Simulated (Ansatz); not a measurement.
# AlHF (SMILES [F][AlH]): the energy, rung by rung

The species is AlHF (3 atoms), meant as a doublet with charge 0. SMILES: `[F][AlH]`. Geometry: relaxed at PBE0-D4/def2-TZVP.

```xyz
3

F     0.9071    0.8932    0.5856
Al   -0.4325    0.3180   -0.1995
H    -0.4854   -1.2761   -0.3993
```

Quantity: the energy change with the F1–Al2 bond stretched from 1.656 to 2.070 Å, in eV. The values are calculated.

| level | kind | program | value (eV) | less FCI/STO-3G |
| --- | --- | --- | --- | --- |
| USVWN5/STO-3G | LDA | Ansatz | 1.72 | +0.04 |
| U-r2SCAN/STO-3G | meta-GGA | Ansatz | 1.68 | 0.00 |
| UPBE0/STO-3G | global hybrid | Ansatz | 1.73 | +0.05 |
| RPA@PBE/STO-3G | RPA | Ansatz | 1.52 | -0.16 |
| UMP2/STO-3G | perturbation theory | Ansatz | 2.10 | +0.42 |
| UBCCD(T)/STO-3G | coupled cluster or CI | Ansatz | 1.73 | +0.05 |
| UCCSD(T)/STO-3G | coupled cluster or CI | Ansatz | 1.72 | +0.04 |
| UCCSDT(Q)/STO-3G | coupled cluster or CI | Ansatz | 1.68 | 0.00 |
| FCI/STO-3G | exact in the basis | Ansatz | 1.68 | 0.00 |

FCI/STO-3G is exact within its basis and frozen core, so for wave-function methods in that basis the difference is their error; functionals converge differently with the basis, so for them it is only a difference. The first shape isn't each level's own minimum. The values span 1.52 to 2.10 eV. Spin contamination of the reference (⟨S²⟩ at least 0.1 too high) touches UMP2/STO-3G, UBCCD(T)/STO-3G, UCCSD(T)/STO-3G, UCCSDT(Q)/STO-3G. All rows use very small basis sets, so none should be taken for the real molecule's value.

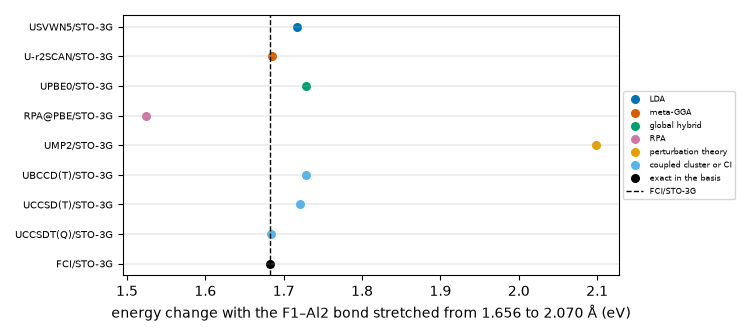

The values of the table, level by level.
